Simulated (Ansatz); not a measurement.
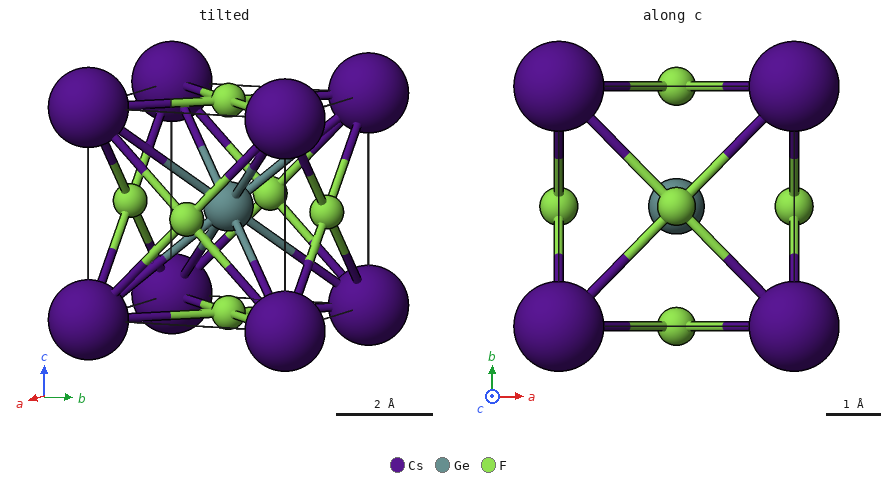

Ball-and-stick drawing of the structure, looking slightly off an axis and along the c axis. The edges of the unit cell are marked.

CsGeF3, a = 4.407 Å, b = 4.497 Å, c = 4.497 Å, α = 90.00°, β = 90.00°, γ = 90.00°. Strictly the space group is P4/mmm (No. 123, within 0.01 Å). It is a distorted form of a primitive cubic structure, space group Pm-3m (No. 221) within 0.25 Å: cubic perovskite. The model was built from a structure type filled with these elements by a generator (whether the compound takes this form wasn't checked). The cell was then strained or its atoms displaced on purpose. It went into a calculation with Ansatz.

This one geometry was computed with Ansatz (DFT, plane waves, PAW) at three levels of theory: PBE, r2SCAN and HSE06. It was relaxed with r2SCAN and then strained.

### Which level gives the highest pressure at this volume, and what does that say about its equilibrium volume?

Highest: PBE (3.7 GPa), which points to the largest equilibrium volume. Lowest, with the smallest volume: r2SCAN (1.3 GPa). Levels within 0.5 GPa of each other can't be told apart.

### How does the band gap change with the level of theory?

PBE: a gap of 1.71 eV, direct; r2SCAN: a gap of 1.95 eV, direct; HSE06: a gap of 2.63 eV, direct.

### Collect the results in a table.

| level | cutoff (eV) | k-mesh of the run's cell | gap (eV) | pressure (GPa) |
| --- | --- | --- | --- | --- |
| PBE | 420 | 6×6×6 | 1.71 | 3.7 |
| r2SCAN | 500 | 6×6×6 | 1.95 | 1.3 |
| HSE06 | 420 | 4×4×4 | 2.63 | 2.4 |

Gaps are taken on the k-mesh or band path of each run.
